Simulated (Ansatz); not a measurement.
Structure (in its standard cell), the end point of a relaxation with Ansatz, DFT, PAW plane waves, pbe; the starting structure was generated, so it need not be a known form of this composition:

```cif
data_structure
_symmetry_space_group_name_H-M 'Fm-3m'
_symmetry_Int_Tables_number 225
_cell_length_a 9.2685
_cell_length_b 9.2685
_cell_length_c 9.2685
_cell_angle_alpha 90.000
_cell_angle_beta 90.000
_cell_angle_gamma 90.000
_cell_volume 796.21
loop_
_atom_site_label
_atom_site_type_symbol
_atom_site_symmetry_multiplicity
_atom_site_Wyckoff_symbol
_atom_site_fract_x
_atom_site_fract_y
_atom_site_fract_z
_atom_site_occupancy
Rb1 Rb 8 c 0.25000 0.75000 0.75000 1
H1 H 24 e 0.26244 0.00000 0.00000 1
B1 B 24 e 0.13194 0.00000 0.00000 1
```

Question: Predict the [210] zone-axis pattern (300 kV, kinematic, B = 0.5 Å²).

Answer: The spots form a rectangular net whose two shortest vectors correspond to d = 4.63 Å and 2.07 Å, 90.0° apart. They are 0 0 2 and 2 -4 0. The pattern has symmetry 2mm. The lattice centring (F) removes all reflections that break h + k = 2n, h + l = 2n.

Strongest reflections with d > 0.80 Å, one of each family (|F|² from tabulated Gaussian fits of the electron scattering factors, times a small damping for the curvature of the Ewald sphere):

```tsv
hkl	d (Å)	I (strongest = 100)
0 0 4	2.317	100
2 -4 4	1.545	39
2 -4 0	2.072	33
0 0 8	1.159	28
0 0 2	4.634	15
2 -4 2	1.892	11
```

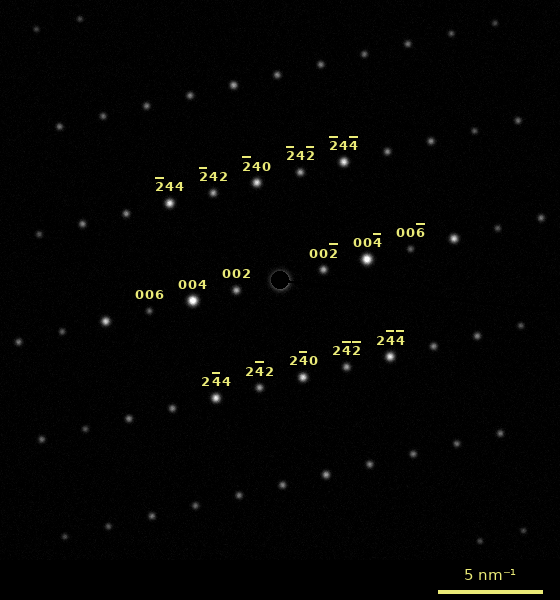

Calculated pattern, seen from the source side with [210] pointing towards the source.
